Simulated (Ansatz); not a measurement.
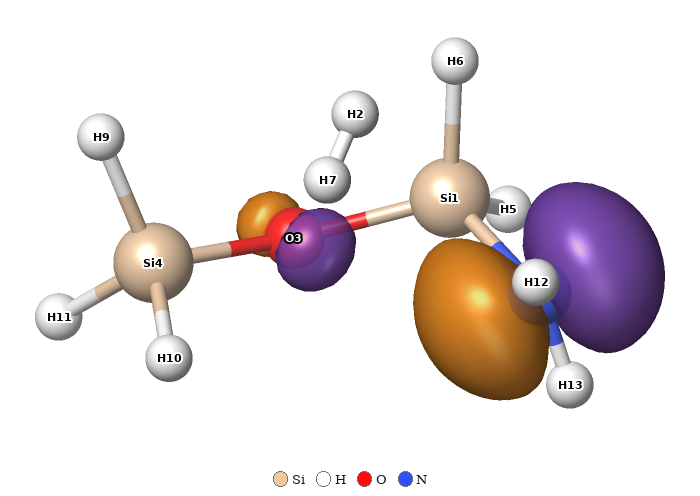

Figure 1: H7NOSi2···H2. The HOMO at ±0.2 Å⁻³ᐟ² (orange and purple are the two phases), seen from one side.

The product side of a reaction path; geometry: PBE0-D4/def2-TZVP.

Computed with RKS PBE0-D4/def2-TZVPP (Ansatz).

```json
{"atom": "Si", "x (Å)": "-1.0827", "y (Å)": "0.0546", "z (Å)": "-0.9899"}
{"atom": "H", "x (Å)": "0.6334", "y (Å)": "2.2399", "z (Å)": "1.1656"}
{"atom": "O", "x (Å)": "-0.6363", "y (Å)": "-1.0904", "z (Å)": "0.0969"}
{"atom": "Si", "x (Å)": "0.2789", "y (Å)": "-1.4428", "z (Å)": "1.3996"}
{"atom": "H", "x (Å)": "-1.9921", "y (Å)": "-0.6284", "z (Å)": "-1.9370"}
{"atom": "H", "x (Å)": "-1.7489", "y (Å)": "1.1515", "z (Å)": "-0.2447"}
{"atom": "H", "x (Å)": "1.2882", "y (Å)": "1.8809", "z (Å)": "1.1499"}
{"atom": "N", "x (Å)": "0.1788", "y (Å)": "0.7584", "z (Å)": "-1.8920"}
{"atom": "H", "x (Å)": "-0.1985", "y (Å)": "-0.6933", "z (Å)": "2.5920"}
{"atom": "H", "x (Å)": "1.7020", "y (Å)": "-1.0836", "z (Å)": "1.1528"}
{"atom": "H", "x (Å)": "0.1824", "y (Å)": "-2.8995", "z (Å)": "1.6639"}
{"atom": "H", "x (Å)": "0.7639", "y (Å)": "1.4827", "z (Å)": "-1.5108"}
{"atom": "H", "x (Å)": "0.6312", "y (Å)": "0.2697", "z (Å)": "-2.6463"}
```

Describe this orbital and give its energy.

Answer. Its weight (Hirshfeld) is mainly on N8 (about 65 %) and O3 (about 5 %); largely a lone pair of N8. Its energy is −7.81 eV.
